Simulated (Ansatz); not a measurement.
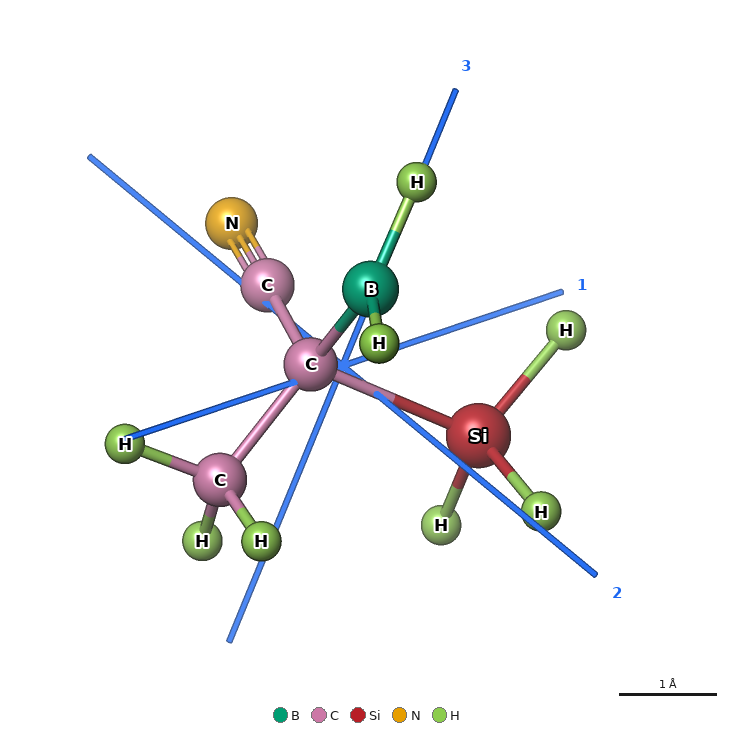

The three principal axes of inertia are drawn and numbered. Atoms fade into the background with distance from the viewer. Computed geometry: PBE-D4/def2-SVP optimisation. No frequency run is at hand to confirm it as a minimum. Masses are those of the most abundant isotopes; constants are for the rigid equilibrium geometry.

Question: Which line is the a axis (least moment of inertia), which b and which c?

Answer: a is line 2, b is line 1, c is line 3; the moments are 151, 217, 253 u Å².

Question: Classify the rotor and give the rotational constants (cm⁻¹).

Answer: An asymmetric top (C1): A = 0.112, B = 0.0775, C = 0.0666 cm⁻¹. Ray's parameter κ is −0.52, nearer the prolate limit.
